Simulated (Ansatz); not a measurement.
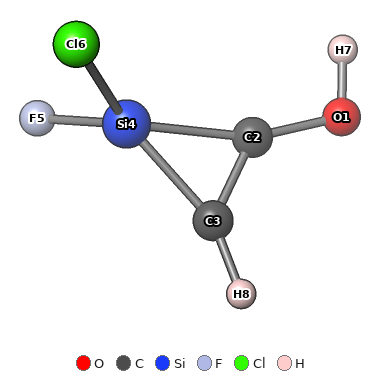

The system is C2H2ClFOSi, SMILES OC1=C[Si]1(F)Cl; the picture shows the reference structure. 
- Coordinates scanned: (1) bond length O1–C2; (2) dihedral H7–O1–C2–Si4.
- Nothing is relaxed (all other coordinates rigid).
- The grid has 9 × 10 points.
- Energies are in kcal/mol, from the relaxed molecule at the same level.
- Level of theory: RKS r2SCAN-D4/def2-SVP in Ansatz 0.2.0.

Its coordinates:

```xyz
8

O     1.1681   -1.6680    0.1828
C     0.3462   -0.6318    0.0212
C    -1.0006   -0.5574   -0.2183
Si   -0.2564    1.0511   -0.1102
F     0.0267    2.0141   -1.3802
Cl   -0.4566    2.3657    1.4555
H     2.0634   -1.3352    0.3383
H    -1.7986   -1.2957   -0.3448
```

Range: bond length O1–C2 from 1.119 to 1.732 Å; dihedral H7–O1–C2–Si4 from −180 to 144°.

### What landscape does the calculation give?

The lowest grid point is at bond length O1–C2 = 1.349 Å, dihedral H7–O1–C2–Si4 = 0°, 0.14 kcal/mol from the relaxed molecule at the same level. A higher local minimum lies near bond length O1–C2 = 1.349 Å, dihedral H7–O1–C2–Si4 = −180° (1.5 kcal/mol above the lowest at that grid point). The highest grid point, bond length O1–C2 = 1.119 Å, dihedral H7–O1–C2–Si4 = −108°, lies 51.9 kcal/mol above the lowest. On the interpolated surface the easiest way out of the lowest well to the well at about bond length O1–C2 = 1.33 Å, dihedral H7–O1–C2–Si4 = −180° passes a barrier of about 9.1 kcal/mol. Round the minimum the two coordinates are nearly uncoupled.

| dihedral H7–O1–C2–Si4 ↓, bond length O1–C2 → | 1.119 | 1.196 | 1.273 | 1.349 | 1.426 | 1.502 | 1.579 | 1.656 | 1.732 |
| --- | --- | --- | --- | --- | --- | --- | --- | --- | --- |
| 144 | 44.3 | 18.1 | 6.6 | 4.3 | 7.5 | 14.0 | 22.3 | 31.4 | 40.5 |
| 108 | 52.0 | 24.5 | 11.8 | 8.6 | 11.1 | 16.9 | 24.6 | 33.2 | 42.0 |
| 72 | 51.0 | 23.6 | 11.0 | 7.8 | 10.3 | 16.2 | 24.0 | 32.7 | 41.5 |
| 36 | 43.2 | 16.8 | 5.1 | 2.8 | 6.0 | 12.5 | 20.9 | 30.1 | 39.3 |
| 0 | 39.2 | 13.3 | 2.1 | 0.1 | 3.8 | 10.6 | 19.2 | 28.6 | 38.1 |
| −36 | 43.2 | 16.8 | 5.1 | 2.8 | 6.0 | 12.5 | 20.9 | 30.0 | 39.3 |
| −72 | 51.0 | 23.6 | 11.0 | 7.8 | 10.3 | 16.2 | 24.0 | 32.6 | 41.5 |
| −108 | 52.1 | 24.5 | 11.9 | 8.6 | 11.1 | 16.9 | 24.6 | 33.2 | 42.0 |
| −144 | 44.4 | 18.2 | 6.6 | 4.3 | 7.6 | 14.0 | 22.3 | 31.4 | 40.5 |
| −180 | 39.6 | 14.2 | 3.4 | 1.6 | 5.3 | 12.2 | 20.8 | 30.2 | 39.6 |

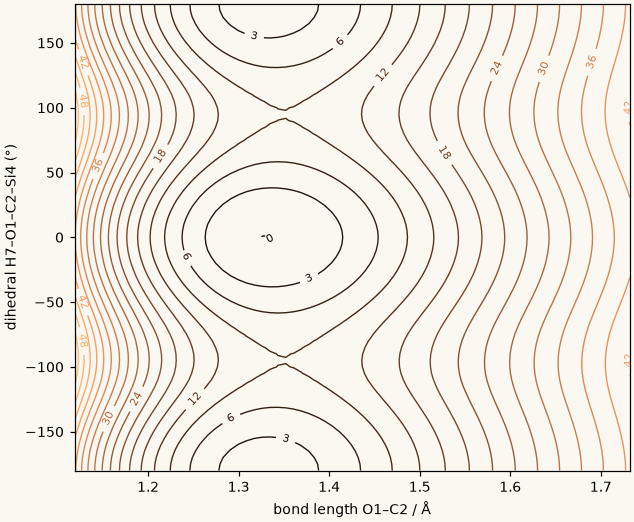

In the figure: contour lines labelled in kcal/mol. Between grid points the surface is interpolated.

Time for the 90 points that were run: 12 min on 1 thread of Arm Neoverse V1, with other jobs on the host.
